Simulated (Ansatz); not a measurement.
BNH5SCl: several calculations on one system

### Relaxation

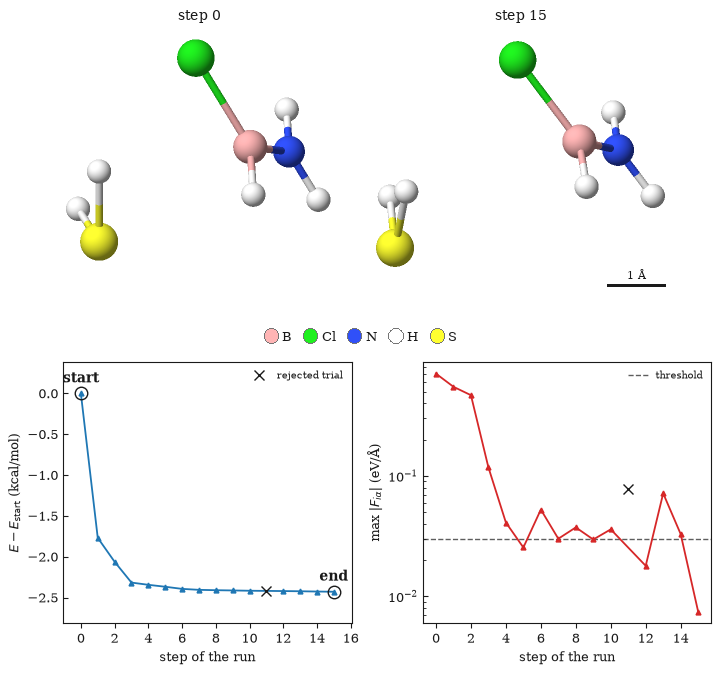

First and last geometry of a relaxation of BNH$_{5}$SCl, with the history of the run. Style: ball-and-stick. Shown from a free direction.

The run prepares an end point of a later path (reaction) calculation, from a guessed geometry.

Method: RKS PBE0-D4/6-31G* in Ansatz.

Input file:
```yaml
crystal:
  periodic: [false, false, false]
  atoms:
    - { symbol: B, position_ang: [0.081724, -0.143439, -0.058411] }
    - { symbol: Cl, position_ang: [-0.035603, -0.966526, 1.57647] }
    - { symbol: "N", position_ang: [1.286337, -0.207803, -0.734008] }
    - { symbol: H, position_ang: [2.108813, -0.647818, -0.350252] }
    - { symbol: H, position_ang: [1.415697, 0.250601, -1.62131] }
    - { symbol: H, position_ang: [-0.911153, 0.34265, -0.497428] }
    - { symbol: S, position_ang: [-0.013205, 2.672014, 1.233955] }
    - { symbol: H, position_ang: [1.21551, 2.622843, 1.779451] }
    - { symbol: H, position_ang: [-0.42402, 1.554277, 1.924733] }
basis:
  gaussian: { orbitals: "6-31G*" }
hamiltonian:
  xc: pbe0
  dispersion: d4
relax:
  f_tol: 0.03
  max_steps: 50
output:
  orbitals: {}
```

Launched with:
```bash
ansatz run input.yaml --threads 1 --pin off --max-ram 2048MiB --backend cpu --events-out ev --progress --plain --runs-dir out
```

Q: Did the run converge, and what did it change?

A: It converged. The largest move after the best rigid fit is that of S7, 0.46 Å. Largest moves by element: S 0.46 Å, H 0.45 Å, B 0.17 Å, N 0.14 Å, Cl 0.14 Å. Some distances before and after: B1–Cl2 1.834 → 1.782 Å, S7–H9 1.377 → 1.345 Å. Among the angles between lasting bonds that change: N3–B1–H6 124.5° → 122.0°. The energy falls by 2.43 kcal/mol in 14 accepted moves (15 points after the start). The largest force component goes from 0.71 to 0.0075 eV/Å. The line search rejected the trial step at point 11 of the run. The forces were under the threshold at step 5, but the run went on from there.

Limits of the set-up: the start holds two separate molecules, 2.6 Å apart at their closest, whose relative position is a soft coordinate.

### Relaxation

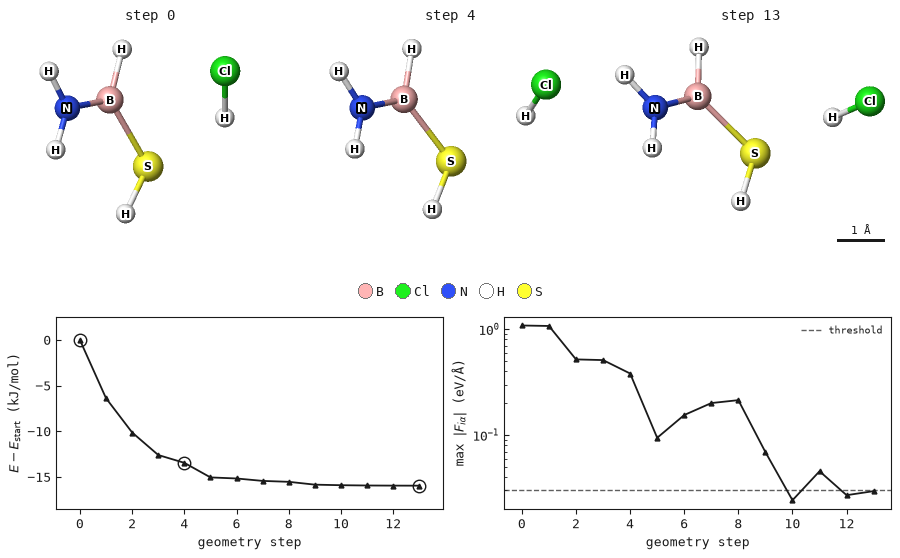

Frames of a relaxation of BNH$_{5}$SCl, marked on the history of the run. A ball-and-stick model, seen at a tilt.

The run prepares an end point of a later path (reaction) calculation, from a guessed geometry.

Level of theory: RKS PBE0-D4/6-31G* (Ansatz).

The input:
```yaml
crystal:
  periodic: [false, false, false]
  atoms:
    - { symbol: B, position_ang: [0.064311, 0.610457, -0.22382] }
    - { symbol: Cl, position_ang: [-0.044883, -0.721948, 2.54082] }
    - { symbol: "N", position_ang: [1.309779, 0.137179, -0.613897] }
    - { symbol: H, position_ang: [1.432196, -0.810861, -0.935918] }
    - { symbol: H, position_ang: [2.175943, 0.644137, -0.511217] }
    - { symbol: H, position_ang: [-0.925565, -0.038448, -0.363601] }
    - { symbol: S, position_ang: [-0.199724, 2.332404, 0.458541] }
    - { symbol: H, position_ang: [1.092249, 2.725549, 0.512] }
    - { symbol: H, position_ang: [-0.180206, 0.598331, 2.390292] }
basis:
  gaussian: { orbitals: "6-31G*" }
hamiltonian:
  xc: pbe0
  dispersion: d4
relax:
  f_tol: 0.03
  max_steps: 50
```

Run as
```bash
ansatz run input.yaml --threads 1 --pin off --max-ram 2048MiB --backend cpu --events-out ev --progress --plain --runs-dir out
```

Describe the path.

The atom that moves furthest after the best rigid fit is Cl2 (1.16 Å). Largest moves by element: Cl 1.16 Å, H 0.59 Å, S 0.40 Å, B 0.28 Å, N 0.27 Å. Some distances before and after: B1–S7 1.871 → 1.831 Å, Cl2–H9 1.336 → 1.304 Å. After 13 geometry steps the energy has fallen by 15.9 kJ/mol. The largest force component goes from 1.1 to 0.03 eV/Å. The forces were under the threshold at step 10, but the run went on from there. From step 0 to 4: Cl2 moves most (0.54 Å), energy −13.4 kJ/mol. From step 4 to 13: Cl2 moves most (0.62 Å), energy −2.50 kJ/mol.

```csv
step,"E − E(0), kJ/mol","largest force component, eV/Å"
0,0.00,1.0848
1,-6.37,1.0734
2,-10.12,0.5188
3,-12.58,0.5112
4,-13.44,0.3817
5,-15.03,0.0943
6,-15.15,0.1548
7,-15.42,0.2007
8,-15.52,0.2139
9,-15.83,0.0691
10,-15.89,0.0243
11,-15.92,0.0456
12,-15.93,0.0271
13,-15.94,0.0296
```

Limits of the set-up: the start holds two separate molecules, 2.6 Å apart at their closest, whose relative position is a soft coordinate.

### Path

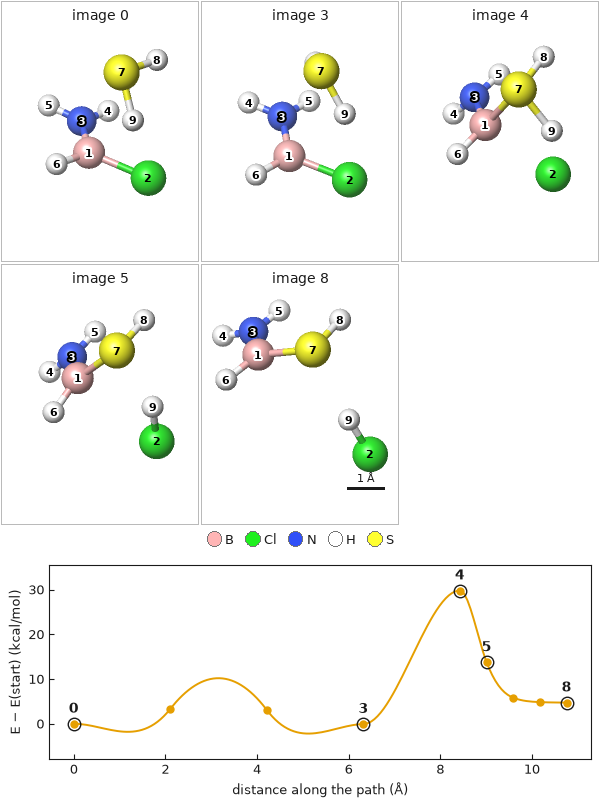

A nudged-elastic-band calculation for BNH5SCl, made up at the start of BNH3Cl and H$_{2}$S. Images are numbered from 0 (start) to 8 (end). Style: ball-and-stick. Shown from a free direction.

These are results of RKS PBE0-D4/6-31G* (Ansatz), not measurements. Settings: 7 movable images; climbing image; force threshold 0.05 eV/Å; iteration limit 60; starting path through a guess of the saddle point.

Describe the mechanism and the energy profile.

Answer. The path has more than one stage, and so few images may leave a stage unresolved. Breaking: B1–Cl2 (1.78 → 2.29 at the top → 4.12 Å), S7–H9 (1.34 → 1.50 at the top → 2.33 Å). Forming: B1–S7 (3.70 → 1.98 at the top → 1.83 Å), Cl2–H9 (2.98 → 1.75 at the top → 1.30 Å). Forward barrier 29.8 kcal/mol, backward barrier 25.1 kcal/mol, with image 4 at the top; the reaction energy is +4.7 kcal/mol. The profile has 2 maxima (images 1, 4) with a dip at image 3 (−0.1 kcal/mol), so the process runs in steps. The band converged in 53 iterations. The largest component of the band force went from 7.5 to 0.032 eV/Å. The climbing image converged on the top of the path. Its curvatures weren't checked.

Limits of the set-up: the start holds two separate molecules, 3.0 Å apart at their closest, whose relative position is a soft coordinate.
